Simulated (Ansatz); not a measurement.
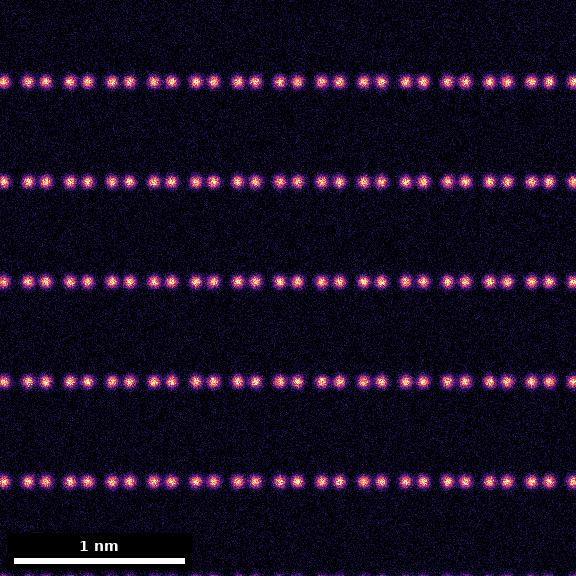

Dark-field STEM-like image of a crystal. The image is simulated as a sum over atoms of Z^1.8, blurred by a 0.50 Å probe (no channelling). The display is stretched by a gamma of 0.8; percentages refer to the linear signal. Shot noise was added.

Give the net of the columns and its spacings.

Answer. The pattern repeats on a rectangular net of 2.5 × 5.9 Å.

What is the plane group of the image?

Answer. p2mm: mirror lines in two perpendicular directions, with twofold points where they cross.

How many columns does the smallest repeating cell hold, and how many levels of brightness?

Answer. 2 columns in the primitive cell of 14.5 Å², all of one brightness.

The crystal is I (Cmce, No. 64) seen along [001]. Model: the input geometry of an electronic-structure calculation (not necessarily at equilibrium).
